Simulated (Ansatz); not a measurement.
# La2NiO4: relaxing cell and atoms

Aim: in La2NiO4, a database structure at a slightly changed volume, relax cell and atoms, then read levels, charges and fields where it ends.

Program: Ansatz 0.2.0. Level of theory: DFT, r2SCAN, with U_eff = 5.17 eV on Ni d, collinear spin, plane waves, PAW. These are calculated values, not measurements.

## 1. The system as given

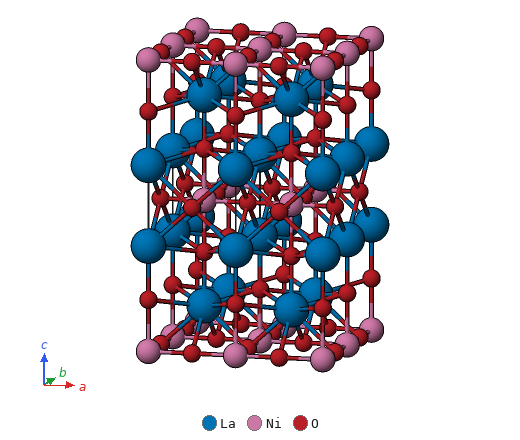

Viewed slightly off an axis; lanthanum blue, nickel pink, oxygen red. 2×2×1 cells are drawn. The cell drawn here is the conventional one.

The structure is tetragonal, space group I4/mmm (No. 139). Conventional cell: a = 3.844 Å, b = 3.844 Å, c = 12.564 Å, α = 90.00°, β = 90.00°, γ = 90.00°. La (site symmetry 4mm) has 5 O at 2.32 to 2.59 Å as nearest neighbours. Around Ni (site symmetry 4/mmm) lie 6 O at 1.92 to 2.22 Å. O (site symmetry mmm) has 2 Ni at 1.92 Å and 4 La at 2.59 Å as nearest neighbours. O (site symmetry 4mm) has 1 Ni at 2.22 Å and 1 La at 2.32 Å as nearest neighbours.

Its coordinates follow in the input file.

The first density is read from a saved solution for the starting cell.

## 2. The walk to rest

Input file input.yaml:

```yaml
crystal:
  lattice:
    - [-1.92199629, 1.92199629, 6.28213106]
    - [1.92199629, -1.92199629, 6.28213106]
    - [1.92199629, 1.92199629, -6.28213106]
  atoms:
    - { symbol: La, position: [0.3614, 0.3614, 0.0] }
    - { symbol: La, position: [0.6386, 0.6386, 0.0] }
    - { symbol: Ni, position: [0.0, 0.0, 0.0] }
    - { symbol: O, position: [0.5, 0.0, 0.5] }
    - { symbol: O, position: [0.0, 0.5, 0.5] }
    - { symbol: O, position: [0.177, 0.177, 0.0] }
    - { symbol: O, position: [0.823, 0.823, 0.0] }
  symmetry: { detect: false, time_reversal: true }
kpoints:
  mp_grid: { grid: [7, 7, 7], shift: [0, 0, 0] }
magnetization:
  spin_polarized: true
scf:
  occupations: { method: fermi_dirac }
  lower_state_search: "off"
hamiltonian:
  pseudopotentials: { kind: paw }
  xc: r2scan
  hubbard:
    projectors: all-electron-ortho-atomic
    sites: [{ species: Ni, l: d, u_eff: 5.17 }]
basis:
  ecutwfc: 500
  fft_grid_basis: typed
relax:
  max_steps: 40
  cell: { p_target: 0.0 }
output:
  forces: true
  stress: true
  eigenvalues: true
  bader: true
  populations: true
  elf: true
  write_potential: true
  volumetric_format: npy
  dos:
    e_range: [-12, 8]
    de: 0.05
    projected: { site_lists: { La: [La], Ni: [Ni], O: [O] } }
checkpoint:
  read: saved_state
```

Started as:

```sh
> ansatz run input.yaml --threads 2 --pin off --max-ram 4096MiB --backend cpu --events-out ev --progress --plain --runs-dir out
```

The program printed, shortened:

```text
Warning: RAYON_NUM_THREADS=2 ignored (pool sized by the plan → 2); use --threads N
La: projections on atomic orbitals take those of the free atom [Kr 4d10] 4f0 5s2 5p6 5d1 6s2, of charge +0.00 (hamiltonian.pseudopotentials.projection_atoms); the dataset's partial waves leave at most 1.9e-5 of an orbital's norm unspanned inside its sphere
Ni: projections on atomic orbitals take those of the free atom [Ne] 3s2 3p6 3d8 4s2, of charge +0.00 (hamiltonian.pseudopotentials.projection_atoms); the dataset's partial waves leave at most 1.6e-6 of an orbital's norm unspanned inside its sphere
O: projections on atomic orbitals take those of the free atom [He] 2s2 2p4, of charge +0.00 (hamiltonian.pseudopotentials.projection_atoms); the dataset's partial waves leave at most 1.9e-8 of an orbital's norm unspanned inside its sphere
band count auto-derived: 40 (N_el = 64.0; filled up to band 32; 39 by the electrons, moments and atoms)
the start keeps a symmetry that the run doesn't impose, so 7 atoms are moved at random by 1.00e-2 Å, to let the relaxation leave a saddle point. relax.escape_saddle: false keeps them in place
[...]
Pseudopotentials: kind: paw
Pseudopotential: La, paw, valence charge 11, recommended cutoff 500 eV (meta_gga), La.paw.azcp
Pseudopotential: Ni, paw, valence charge 18, recommended cutoff 500 eV (meta_gga), Ni.paw.azcp
Pseudopotential: O, paw, valence charge 6, recommended cutoff 500 eV (meta_gga), O.paw.azcp
Functional definition: r2SCAN
[...]
Crystal: 7 atoms, lattice volume = 92.827 Å³
Basis set: ecut = 500 eV, 2315 PW (Γ), exchange–correlation on 200×200×200 points (64 copies of the dense FFT grid, shifted against one another)
Bands: 40, of which v1, the nominal top of the filled ones, is band 32 counted from 1 (31 counted from 0)
Symmetry: 1 space group operations
k-points: 172 of 343 (time reversal used)
[...]
SCF iter   1: F=-20658.116776 eV  HF=-20656.382854 eV  |F-HF|=1.73e0  |Δ(HF+E_count)|=         —  Δρ=2.66e-2 (↑6.26e-3 ↓2.66e-2)  dr2=3.26e-2  dr2_τ=3.48e-3  dr2_m=1.91e-1  M=1.989 μB ∫|m|=2.087 μB  β_m=0.30  ethr=5.11e-5  ⟨swp⟩=2.7  Hψ=82333  notcnv=0
[...]
spin=Collinear: Kerker preconditioning applied to the charge; magnetization (m = ρ↑ − ρ↓) channel mixes plain (no charge-response kernel on spin).
[...]
spin=Collinear: Resta preconditioning applied to the charge; magnetization (m = ρ↑ − ρ↓) channel mixes plain (no charge-response kernel on spin).
[...]
SCF iter   6: F=-20658.187132 eV  HF=-20658.187132 eV  |F-HF|=1.13e-7  |Δ(HF+E_count)|=   2.87e-7  Δρ=2.20e-5 (↑1.42e-5 ↓2.20e-5)  dr2=4.02e-7  dr2_τ=8.05e-9  dr2_m=5.14e-8  M=1.994 μB ∫|m|=2.043 μB  β_m=0.85  ethr=1.07e-8  ⟨swp⟩=2.4  Hψ=25188  notcnv=0
```

## 3. More of the same log

Output, continued, shortened:

```text
SCF iter   7: F=-20658.187132 eV  HF=-20658.187132 eV  |F-HF|=6.70e-8  |Δ(HF+E_count)|=   5.86e-7  Δρ=1.38e-5 (↑8.06e-6 ↓1.38e-5)  dr2=1.49e-7  dr2_τ=2.92e-9  dr2_m=2.60e-8  M=1.994 μB ∫|m|=2.043 μB  β_m=0.93  ethr=1.56e-10  ⟨swp⟩=18.3  Hψ=136349  notcnv=0
[...]
relax step   1: F+E_penalty+E_count = -20658.18713326 eV  Δ(F+E_penalty+E_count) = +0.000e0 eV  max|allowed force component| = 8.230e-1 eV/Å  Δτ_max = 0.0000 Å  P = +4.469 GPa  Ω = 92.827 Å³  (9 SCF iters, dr2 threshold 1.00e-7 eV, accepted)
[...]
relax step   5: F+E_penalty+E_count = -20658.26272291 eV  Δ(F+E_penalty+E_count) = -4.373e-3 eV  max|allowed force component| = 3.048e-2 eV/Å  Δτ_max = 0.0059 Å  P = -0.080 GPa  Ω = 95.512 Å³  energy of the carried Pulay correction = -1.797e-3 eV  (7 SCF iters, dr2 threshold 7.00e-7 eV, accepted)
[...]
relax step   6: F+E_penalty+E_count = -20658.26300970 eV  Δ(F+E_penalty+E_count) = -2.868e-4 eV  max|allowed force component| = 4.363e-3 eV/Å  Δτ_max = 0.0031 Å  P = +0.010 GPa  Ω = 95.493 Å³  energy of the carried Pulay correction = -1.784e-3 eV  (6 SCF iters, dr2 threshold 3.02e-7 eV, accepted)
[...]
SCF iter   1: F=-20658.264635 eV  HF=-20658.264258 eV  |F-HF|=3.77e-4  |Δ(HF+E_count)|=         —  Δρ=1.87e-4 (↑9.14e-5 ↓1.87e-4)  dr2=2.51e-6  dr2_τ=7.87e-7  dr2_m=4.82e-6  M=2.000 μB ∫|m|=2.051 μB  β_m=0.30  ethr=2.70e-8  ⟨swp⟩=5.5  Hψ=105433  notcnv=0
```

## 4. The log goes on

Output, continued:

```text
preconditioner: auto → Resta (q_TF=auto, 2.552 Å⁻¹)  ε∞=5.9  [insulator: Δε(μ)=0.940 eV  Ē_g=12.383 eV  σ=0.100 eV  W_gap=0.98  n_scr=32 (ndim 8)  ℏωp=27.4 eV  f_vac=0.007  D(μ)=0.01/eV (n_scr^D=0)  ε∞_Penn≈5.9]
spin=Collinear: Resta preconditioning applied to the charge; magnetization (m = ρ↑ − ρ↓) channel mixes plain (no charge-response kernel on spin).
SCF iter   2: F=-20658.264715 eV  HF=-20658.264537 eV  |F-HF|=1.78e-4  |Δ(HF+E_count)|=   2.79e-4  Δρ=1.32e-4 (↑6.66e-5 ↓1.32e-4)  dr2=1.65e-6  dr2_τ=4.96e-6  dr2_m=2.36e-6  M=2.000 μB ∫|m|=2.051 μB  β_m=0.62  ethr=3.93e-9  ⟨swp⟩=2.1  Hψ=24149  notcnv=0
SCF iter   3: F=-20658.264716 eV  HF=-20658.264715 eV  |F-HF|=7.89e-7  |Δ(HF+E_count)|=   1.78e-4  Δρ=1.44e-5 (↑1.13e-5 ↓1.44e-5)  dr2=1.88e-7  dr2_τ=4.18e-8  dr2_m=1.47e-8  M=2.000 μB ∫|m|=2.051 μB  β_m=0.55  ethr=2.58e-9  ⟨swp⟩=2.2  Hψ=24961  notcnv=0
SCF iter   4: F=-20658.264716 eV  HF=-20658.264716 eV  |F-HF|=2.29e-8  |Δ(HF+E_count)|=   9.53e-7  Δρ=3.56e-6 (↑2.20e-6 ↓3.56e-6)  dr2=1.01e-8  dr2_τ=5.01e-10  dr2_m=2.06e-9  M=2.000 μB ∫|m|=2.051 μB  β_m=0.77  ethr=2.94e-10  ⟨swp⟩=2.4  Hψ=25425  notcnv=0
SCF iter   5: F=-20658.264716 eV  HF=-20658.264716 eV  |F-HF|=1.03e-9  |Δ(HF+E_count)|=   3.72e-8  Δρ=3.36e-6 (↑1.68e-6 ↓3.36e-6)  dr2=1.04e-8  dr2_τ=2.13e-10  dr2_m=1.23e-9  M=2.000 μB ∫|m|=2.051 μB  β_m=0.89  ethr=1.57e-11  ⟨swp⟩=2.5  Hψ=26623  notcnv=0
SCF iter   6: F=-20658.264716 eV  HF=-20658.264716 eV  |F-HF|=5.69e-9  |Δ(HF+E_count)|=   1.27e-8  Δρ=1.86e-6 (↑6.98e-7 ↓1.86e-6)  dr2=1.07e-9  dr2_τ=8.72e-11  dr2_m=7.08e-10  M=2.000 μB ∫|m|=2.051 μB  β_m=0.94  ethr=1.57e-11  ⟨swp⟩=2.5  Hψ=26163  notcnv=0
SCF iter   7: F=-20658.264716 eV  HF=-20658.264716 eV  |F-HF|=3.84e-9  |Δ(HF+E_count)|=   1.53e-8  Δρ=1.52e-6 (↑2.30e-7 ↓1.52e-6)  dr2=4.42e-10  dr2_τ=1.35e-11  dr2_m=4.72e-10  M=2.000 μB ∫|m|=2.051 μB  β_m=0.97  ethr=1.67e-12  ⟨swp⟩=2.8  Hψ=27377  notcnv=0
SCF iter   8: F=-20658.264716 eV  HF=-20658.264716 eV  |F-HF|=1.35e-9  |Δ(HF+E_count)|=   1.59e-8  Δρ=1.29e-6 (↑5.49e-7 ↓1.29e-6)  dr2=1.11e-9  dr2_τ=2.59e-11  dr2_m=2.71e-10  M=2.000 μB ∫|m|=2.051 μB  β_m=0.99  ethr=1.00e-12  ⟨swp⟩=2.9  Hψ=27979  notcnv=0
SCF iter   9: F=-20658.264716 eV  HF=-20658.264716 eV  |F-HF|=1.84e-9  |Δ(HF+E_count)|=   1.77e-8  Δρ=9.81e-7 (↑8.28e-7 ↓9.81e-7)  dr2=2.38e-9  dr2_τ=7.10e-11  dr2_m=4.03e-11  M=2.000 μB ∫|m|=2.051 μB  β_m=0.86  ethr=1.00e-12  ⟨swp⟩=3.5  Hψ=31279  notcnv=0
SCF iter  10: F=-20658.264716 eV  HF=-20658.264716 eV  |F-HF|=1.09e-11  |Δ(HF+E_count)|=  9.60e-10  Δρ=9.76e-8 (↑9.76e-8 ↓9.38e-8)  dr2=9.38e-12  dr2_τ=5.28e-13  dr2_m=4.10e-12  M=2.000 μB ∫|m|=2.051 μB  ethr=1.00e-12  ⟨swp⟩=6.5  Hψ=88747  notcnv=0
SCF 8 converged in 10 iterations: F = -20658.264716 eV  dr2 = 9.38e-12
relax step   7: F+E_penalty+E_count = -20658.26471592 eV  Δ(F+E_penalty+E_count) = -1.706e-3 eV  max|allowed force component| = 4.417e-3 eV/Å  Δτ_max = 0.0000 Å  P = +0.004 GPa  Ω = 95.493 Å³  stress off target by 1.43e-2 GPa  SCF on the basis re-selected at this cell (its energy is not comparable with the rows above)  (10 SCF iters)
basis re-selected at this cell: Δ(F+E_penalty+E_count) = -1.706e-3 eV, ΔP = -0.005 GPa vs the last step (what re-selecting the basis moved, of the pressure what is left beyond the Pulay correction that the steps carried, after the strain that the cell walked since its last selection, with what the two solves' SCF thresholds leave and, on support functions, any second-order correction that the steps lacked; it is no measure of the basis error at this ecutwfc). This SCF's stress stands 1.43e-2 GPa from its target on what of the cell is left free (relax.cell.stress_tol is 5.00e-2 GPa) and its largest allowed force component is 4.42e-3 eV/Å (relax.f_tol is 1.00e-2 eV/Å): within both
WARN: the relaxation ended near the 16 symmetry operations of its rattled start. A stable structure does so, and so can a saddle point along a move or strain that wasn't checked. `relax.random_displacement` or `relax.escape_saddle: true` tries the moves, and a distorted `crystal.lattice` a strain
SCF converged after 10 iterations
Magnetization: 1.9997 μB (32.9998 up, 31.0002 down)
Absolute magnetization: 2.0498 μB (∫|ρ↑−ρ↓|, with the PAW one-centre terms)
Spin contamination: 0.0032 ħ² per cell (⟨S²⟩ above its minimum at these occupations)
Per-site moments (μB) at R_I (Å): [(0.001432811117552, 0.9550311922353987), (0.0014338434331935726, 0.9551052310869533), (1.713345503883116, 0.8060559320686412), (0.0643785313391522, 0.8060672481274896), (0.06437811198263431, 0.8060559320686412), (0.03876334416263286, 0.9199781109580074), (0.03877269459769638, 0.919836696104339)]
Free energy (F): -20658.264716 eV
Harris-Foulkes:  -20658.264716 eV  (|F-HF|=1.09e-11)
Internal energy: -20658.264341 eV  (E = F + TS)
E sigma→0 (E₀):  -20658.264528 eV
Entropy (-TS):   -0.000375 eV (-0.054 meV/atom)
Fermi energy:    13.572994 eV
--- Per-component energies (eV) ---
  E_band       = -400.371875
  E_kinetic    = 1364.955936
  E_local      = -7248.873315  (includes V_loc(G=0)·N_el)
  E_nonlocal   = 1025.191861
  E_hartree    = 3061.032698
  E_xc         = -638.926639
  E_vxc        = -862.161202  (∫ρ·V_xc dr)
  E_hubbard    = 0.696291  (on-site DFT+U / exact-exchange correction)
  E_vhub       = -19.816870  (the Hubbard potential's part of the band-sum identity)
  E_paw        = -13160.755825  (= ΣΔE_a)
  E_vpaw       = -833.140985  (= ΣTr[D̂ρ^β])
  E_aug_tail   = 0.004635  (compensation charges beyond the density's cutoff)
  E_vtau       = 51.402667  (kinetic-family band-sum trace: ∫τ·v_τ [+ j·A + Jᵃ·Aᵃ] dr)
  E_ewald      = -5061.299175
  E_core_change = -0.290807  (= ΣΔE_core)
  E_smearing   = -0.000375  (= −TS)
  E_closure    = -0.000000  (closes the sum)
  Σ components = -20658.264716   (vs F -20658.264716, Δ=0.00e0)
--- Forces (eV/Å), atoms counted from 1 ---
  atom   1  La    -0.00031856     0.00081224     0.00350769
  atom   2  La     0.00045939    -0.00067892    -0.00287181
  atom   3  Ni     0.00047284    -0.00007986     0.00031642
  atom   4  O     -0.00024502     0.00020360    -0.00013878
  atom   5  O     -0.00057913    -0.00010493    -0.00018307
  atom   6  O      0.00035131    -0.00071271    -0.00442692
  atom   7  O     -0.00014049     0.00056075     0.00372392
  max |Σ_I F_I| component: 7.26e-5 eV/Å
--- Stress (GPa, compression-positive) ---
        0.012422      -0.000006      -0.002515
       -0.000006       0.012320       0.006609
       -0.002517       0.006612      -0.011831
  P = ⅓ Tr σ = 0.0043 GPa (0.043 kbar)
--- Band table (eV; the first three rows and the last of 344) ---
  k-point 0 ↑: bands = ["-96.2021", "-55.1846", "-55.0526", "-55.0526", "-20.2965", "-20.0671", "-7.8379", "-6.3654", "-6.3004", "-6.1098", "-3.3142", "-3.3142", "-3.2971", "-3.2971", "-2.6177", "-2.1901", "5.8472", "6.9984", "7.0973", "7.0973", "7.1754", "7.4509", "7.4509", "7.8885", "8.6869", "9.3750", "9.6725", "9.6725", "9.6841", "9.6841", "10.5193", "10.5193", "10.8436", "14.6465", "15.5319", "15.6308", "16.0830", "16.1244", "16.2177", "16.2177"]
  k-point 1 ↑: bands = ["-96.2021", "-55.1846", "-55.0527", "-55.0527", "-20.2635", "-20.0585", "-7.6682", "-6.5376", "-6.4537", "-6.2586", "-3.4396", "-3.1991", "-3.1732", "-3.0758", "-2.5485", "-2.3653", "5.7257", "5.9136", "6.6372", "6.7428", "6.9321", "7.2920", "8.2123", "8.5591", "9.0964", "9.3962", "9.5412", "9.5459", "9.7639", "9.8185", "10.1540", "10.8224", "10.8729", "14.9815", "15.6196", "15.9367", "16.1283", "16.2309", "16.2438", "16.2791"]
  k-point 2 ↑: bands = ["-96.2022", "-55.1846", "-55.0528", "-55.0528", "-20.1910", "-20.0401", "-7.2949", "-6.7492", "-6.6591", "-6.3870", "-3.7075", "-3.2620", "-3.0186", "-2.9514", "-2.7183", "-2.4538", "4.9287", "5.1715", "6.0616", "6.4983", "6.7119", "6.8612", "8.8006", "9.0189", "9.2307", "9.4786", "9.5704", "9.8043", "9.8856", "10.0708", "10.7418", "10.8305", "11.8792", "15.6708", "15.7187", "16.0715", "16.0888", "16.2141", "16.2269", "16.2454"]
  k-point 171 ↓: bands = ["-92.8956", "-52.0467", "-51.9015", "-51.9014", "-20.1836", "-20.0449", "-7.2239", "-6.5595", "-6.5408", "-6.2125", "-3.6702", "-3.3900", "-3.0432", "-2.9396", "-2.6000", "-2.3721", "6.2670", "7.0734", "7.1395", "7.4101", "8.4986", "8.9130", "9.1190", "9.1945", "9.4358", "9.6889", "9.9040", "10.1919", "10.4141", "10.4301", "10.9162", "15.6720", "15.7262", "16.0532", "16.0752", "16.2008", "16.2013", "16.2456", "16.3035", "16.3932"]
Occupation matrices written to <dir>
--- Relaxed structure (6 steps of the walk, 5 accepted, 1 SCFs on fresh bases) ---
  F+E_penalty+E_count = -20658.26471592 eV   max|allowed force component| = 4.417e-3 eV/Å   (the final SCF, on the basis selected at the relaxed cell)
  cell:  # Å, volume = 95.4928 Å³
    - [-1.9539841797395143, 1.9538040185776613, 6.2517985243769685]
    - [1.9542292732720685, -1.9544110428286159, 6.2520592268683535]
    - [1.9539844065458671, 1.9544112696349687, -6.2519842413489854]
  atoms:
    - { symbol: La, position: [0.36466658326047574, 0.36356922290172683, 0.0008909451437584007] }
    - { symbol: La, position: [0.6377052270641329, 0.6364766799592606, 0.0009148079082762413] }
    - { symbol: Ni, position: [0.0011884948701397279, 8.477417659255522e-6, 0.0009040503343486569] }
    - { symbol: O, position: [0.501200123332341, 4.5565507409575526e-5, 0.5009268386422202] }
    - { symbol: O, position: [0.0012002619658812296, 0.5000308210969232, 0.5009097751291257] }
    - { symbol: O, position: [0.1796034805968712, 0.178343217945202, 0.0009238746753821407] }
    - { symbol: O, position: [0.8228430773967279, 0.8216440825151446, 0.0008693024995144703] }
--- Löwdin populations: 7 sites ---
  site symbol       q [e]    m [muB]
     0     La     10.0388    -0.0020
     1     La     10.0387    -0.0020
     2     Ni     16.6408     1.7299
     3      O      6.8073     0.0926
     4      O      6.8073     0.0926
     5      O      6.7251     0.0424
     6      O      6.7251     0.0424
  spilling = 0.003390 (of n_electrons = 64.000000)
--- Bader charges: 7 sites ---
  site symbol  charge [e]  shift [e]    m [muB]
     0     La      2.1037     0.0000     0.0006
     1     La      2.1037     0.0000     0.0006
     2     Ni      1.3176     0.0073     1.7829
     3      O     -1.3672     0.0036     0.0695
     4      O     -1.3672     0.0036     0.0695
     5      O     -1.3953     0.0000     0.0384
     6      O     -1.3953     0.0000     0.0384
  estimated error of the sums over rays = 4.0e-4 e
```

It took 43 min on 2 threads of Arm Neoverse V1, shared host; peak memory 2.4 GiB.

Step by step:

| step | energy from step 1 (eV/cell) | largest force component (eV/Å) | pressure (GPa) | volume (Å³) |
| --- | --- | --- | --- | --- |
| 1 | 0.0000 | 0.8230 | 4.47 | 92.83 |
| 2x | 0.4018 | 3.6291 | 3.34 | 94.50 |
| 3 | -0.0620 | 0.1672 | 2.20 | 94.17 |
| 4 | -0.0712 | 0.1759 | 0.87 | 94.93 |
| 5 | -0.0756 | 0.0305 | -0.08 | 95.51 |
| 6 | -0.0759 | 0.0044 | 0.01 | 95.49 |
| 7 | -0.0776 | 0.0044 | 0.00 | 95.49 |

Step 1 is the start, which the program shook by about 0.01 Å to leave a possible saddle point. Step 7 repeats the geometry before on a plane-wave basis chosen anew for that cell, so the energy can jump there without any move; the table keeps such jumps. 1 step was tried and not accepted (marked x).

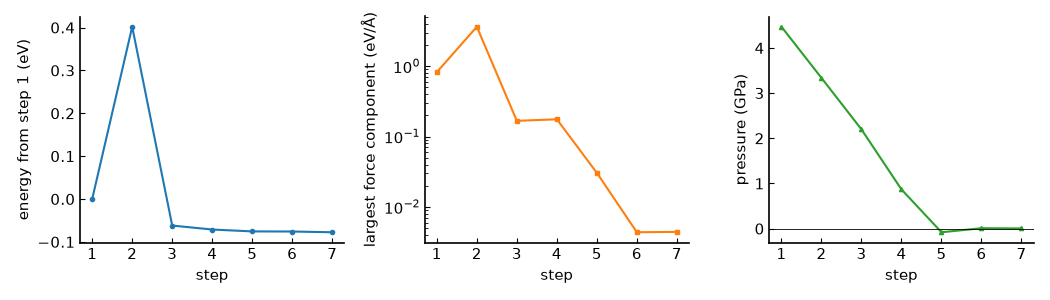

How energy and force, and the pressure, went from step to step.

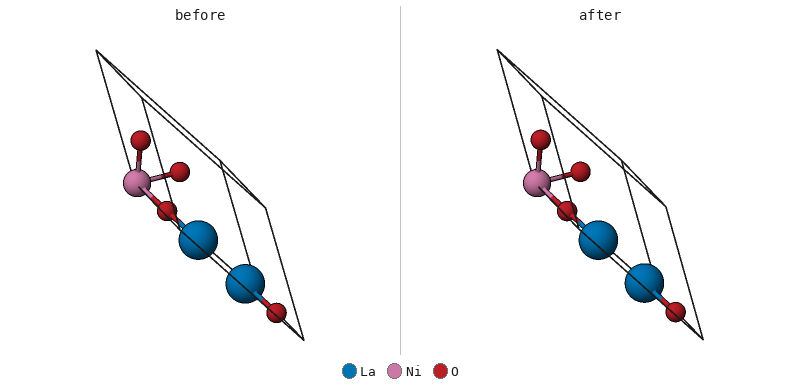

Before and after, at one scale. Each atom of the cell is drawn once.

| input's cell | before | after | change |
| --- | --- | --- | --- |
| a (Å) | 6.845 | 6.835 | -0.1 % |
| b (Å) | 6.845 | 6.836 | -0.1 % |
| c (Å) | 6.845 | 6.836 | -0.1 % |
| α (°) | 147.39 | 146.78 | -0.61° |
| β (°) | 147.39 | 146.78 | -0.61° |
| γ (°) | 46.79 | 47.69 | +0.90° |
| volume (Å³/atom) | 13.26 | 13.64 | +2.9 % |

The largest move, 0.03 Å, apart from the change of the cell, is shared by several atoms, La2 among them.

## 5. Density of states

States per cell by energy window, from dos.tsv and pdos.tsv (tetrahedra; eV from the Fermi level):

| from | to | total | up | down | La d | La f | Ni d | O p |
| --- | --- | --- | --- | --- | --- | --- | --- | --- |
| -9.0 | -8.0 | 0.86 | 0.86 | 0.00 | 0.01 | 0.00 | 0.59 | 0.22 |
| -8.0 | -7.0 | 2.53 | 2.17 | 0.35 | 0.12 | 0.01 | 1.52 | 0.73 |
| -7.0 | -6.0 | 5.22 | 2.35 | 2.87 | 0.29 | 0.03 | 2.78 | 1.83 |
| -6.0 | -5.0 | 2.82 | 1.02 | 1.80 | 0.26 | 0.02 | 0.83 | 1.59 |
| -5.0 | -4.0 | 7.94 | 3.80 | 4.13 | 1.08 | 0.11 | 0.74 | 5.62 |
| -4.0 | -3.0 | 8.87 | 4.48 | 4.39 | 0.49 | 0.25 | 0.92 | 6.89 |
| -3.0 | -2.0 | 2.89 | 1.43 | 1.46 | 0.09 | 0.05 | 0.38 | 2.25 |
| -2.0 | -1.0 | 0.39 | 0.39 | 0.00 | 0.01 | 0.00 | 0.07 | 0.29 |
| -1.0 | 0.0 | 0.10 | 0.10 | 0.00 | 0.00 | 0.00 | 0.02 | 0.07 |
| 0.0 | 1.0 | 0.09 | 0.05 | 0.05 | 0.07 | 0.02 | 0.00 | 0.00 |
| 1.0 | 2.0 | 1.07 | 0.54 | 0.54 | 0.43 | 0.56 | 0.00 | 0.04 |

On the mesh the valence top lies at -0.55 eV and the conduction bottom at 0.39 eV on this scale. The bands computed are complete only to about 2.6 eV above the Fermi level.

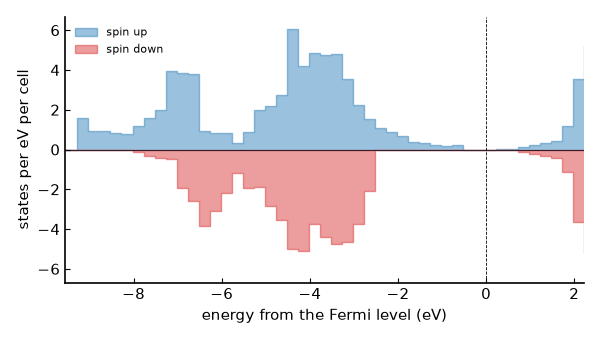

Density of states by spin, in bins of 0.25 eV.

[end of part 1 of 2]
